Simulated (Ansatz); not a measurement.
System (SMILES): Cl[C]Cl (closed-shell singlet).
Atoms: Cl1, C2, Cl3. Bonds: Cl1-C2, C2-Cl3.

Basis-set convergence of the optimised C2-Cl3 bond length at PBE with Ansatz (a first-principles code). Cartesian d functions, on some or all atoms, in 6-311G**; all else is spherical. The program fits the integrals of some runs and decomposes those of others, by size. No added dispersion term, no relativity. Reference: the value in def2-QZVPPD, 1.7317 Å, itself unsure by roughly 0.0011 Å (its mean distance from pcseg-3, def2-QZVPP, cc-pV(Q+d)Z). Deviations are taken from unrounded values.

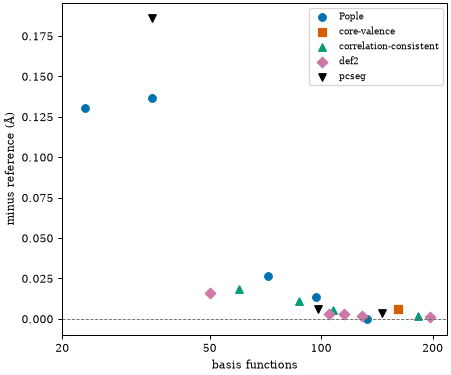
Fig. 1. Deviation from the reference against the number of basis functions, by family of sets.

```json
[
 {"basis": "STO-3G", "functions": "23", "optimised C2-Cl3 bond length (Å)": "1.8623", "minus reference (Å)": "0.1306"},
 {"basis": "6-31G", "functions": "35", "optimised C2-Cl3 bond length (Å)": "1.8687", "minus reference (Å)": "0.1369"},
 {"basis": "pcseg-0", "functions": "35", "optimised C2-Cl3 bond length (Å)": "1.9178", "minus reference (Å)": "0.1861"},
 {"basis": "def2-SVP", "functions": "50", "optimised C2-Cl3 bond length (Å)": "1.7477", "minus reference (Å)": "0.0160"},
 {"basis": "cc-pV(D+d)Z", "functions": "60", "optimised C2-Cl3 bond length (Å)": "1.7504", "minus reference (Å)": "0.0187"},
 {"basis": "6-311G**", "functions": "72", "optimised C2-Cl3 bond length (Å)": "1.7582", "minus reference (Å)": "0.0264"},
 {"basis": "aug-cc-pV(D+d)Z", "functions": "87", "optimised C2-Cl3 bond length (Å)": "1.7426", "minus reference (Å)": "0.0109"},
 {"basis": "6-311++G(2d,2p)", "functions": "97", "optimised C2-Cl3 bond length (Å)": "1.7451", "minus reference (Å)": "0.0134"},
 {"basis": "pcseg-2", "functions": "98", "optimised C2-Cl3 bond length (Å)": "1.7380", "minus reference (Å)": "0.0063"},
 {"basis": "def2-TZVP", "functions": "105", "optimised C2-Cl3 bond length (Å)": "1.7346", "minus reference (Å)": "0.0028"},
 {"basis": "cc-pV(T+d)Z", "functions": "108", "optimised C2-Cl3 bond length (Å)": "1.7369", "minus reference (Å)": "0.0052"},
 {"basis": "def2-TZVPP", "functions": "115", "optimised C2-Cl3 bond length (Å)": "1.7345", "minus reference (Å)": "0.0027"},
 {"basis": "def2-TZVPD", "functions": "129", "optimised C2-Cl3 bond length (Å)": "1.7332", "minus reference (Å)": "0.0015"},
 {"basis": "6-311++G(3df,3pd)", "functions": "133", "optimised C2-Cl3 bond length (Å)": "1.7314", "minus reference (Å)": "-0.0004"},
 {"basis": "aug-pcseg-2", "functions": "146", "optimised C2-Cl3 bond length (Å)": "1.7352", "minus reference (Å)": "0.0035"},
 {"basis": "cc-pCVTZ", "functions": "161", "optimised C2-Cl3 bond length (Å)": "1.7381", "minus reference (Å)": "0.0063"},
 {"basis": "cc-pV(Q+d)Z", "functions": "183", "optimised C2-Cl3 bond length (Å)": "1.7334", "minus reference (Å)": "0.0017"},
 {"basis": "def2-QZVPP", "functions": "197", "optimised C2-Cl3 bond length (Å)": "1.7329", "minus reference (Å)": "0.0012"}
]
```
